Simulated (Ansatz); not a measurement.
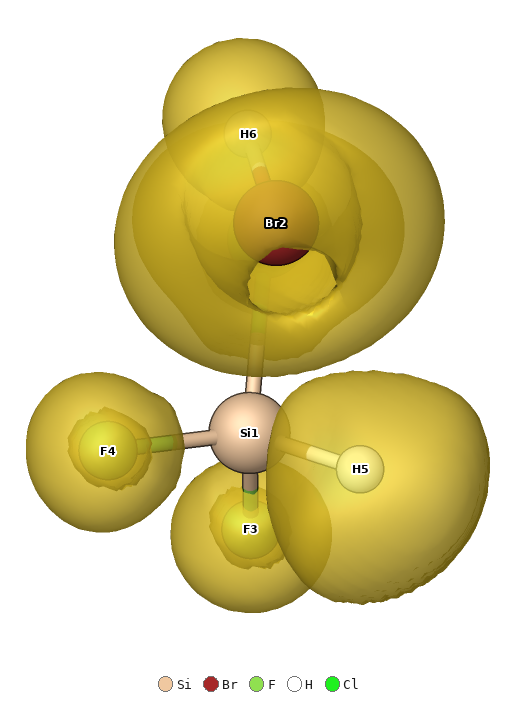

Figure 1: ClF$_{2}$HSi···HBr. Isosurface of the electron localisation function at 0.75 (yellow), seen at an oblique angle. Only the valence region is drawn (cores and ρ < 0.01 e/Å³ removed).

The product side of a reaction path; geometry: PBE0-D4/def2-TZVP; a saddle point, not a minimum.

Theory: Ansatz, RKS PBE0-D4/def2-TZVPP.

```yaml
atoms:
  - { symbol: Si, position_ang: [-0.6076, 0.4330, -0.7868] }
  - { symbol: Br, position_ang: [0.9909, -1.8955, 1.9442] }
  - { symbol: F, position_ang: [-1.3011, 1.2111, -1.9708] }
  - { symbol: F, position_ang: [-1.5188, 0.5984, 0.4878] }
  - { symbol: H, position_ang: [-0.4615, -0.9791, -1.1389] }
  - { symbol: H, position_ang: [1.7135, -0.6727, 1.8871] }
  - { symbol: Cl, position_ang: [1.1846, 1.3047, -0.4226] }
```

Question: Describe the localisation domains.

Answer: The ELF exceeds this value in two regions around hydrogen nuclei, one region on Cl in which the atom's valence shell and bonds are merged, one ring or bowl of non-bonding electrons around Br and two regions wrapped around F (its lone pairs, merged into a ring or cap). Profiles from the grid: Si1···Br2 (3.93 Å): the ELF dips to about 0 between them (a non-bonded, intermolecular contact). Si–F (1.58 Å): the ELF peaks at about 0.85 in the valence shell of F, 0.6 Å from its nucleus, and is about 0.50 at the midpoint.
